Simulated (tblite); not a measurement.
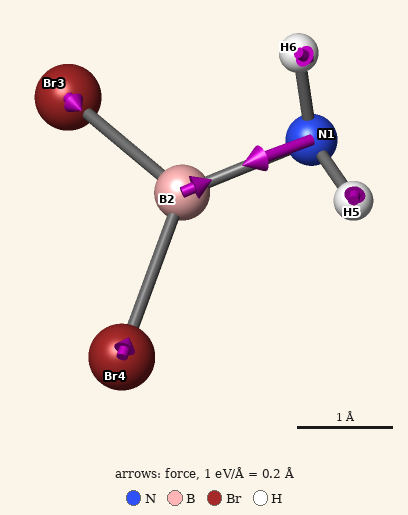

Starting geometry of BNH₂Br₂ (charge +1, multiplicity 2) with the computed forces as purple arrows. The picture is a ball-and-stick view, seen at a tilt.

The calculation used GFN2-xTB geometry optimisation, gas phase in tblite 0.8.0. 

### What follows when this structure is relaxed?

It isn't relaxed: the largest force vector, on N1, is 4.36 eV/Å. The final displacements follow the starting forces only in part (cosine between the two patterns 0.53). The largest move after the best rigid fit is that of H6, 0.51 Å. Largest moves by element: H 0.51 Å, Br 0.37 Å, N 0.33 Å, B 0.12 Å. Among the contacts that change: Br3–Br4 3.471 → 3.030 Å, N1–B2 1.509 → 1.348 Å, B2–Br3 2.015 → 1.931 Å, N1–H5 1.051 → 1.014 Å. Among the angles between lasting bonds that change: B2–N1–H5 107.8° → 124.5°, Br3–B2–Br4 119.3° → 103.3°, N1–B2–Br3 119.7° → 128.3°. The energy falls by 26.6 kcal/mol in 30 geometry steps.
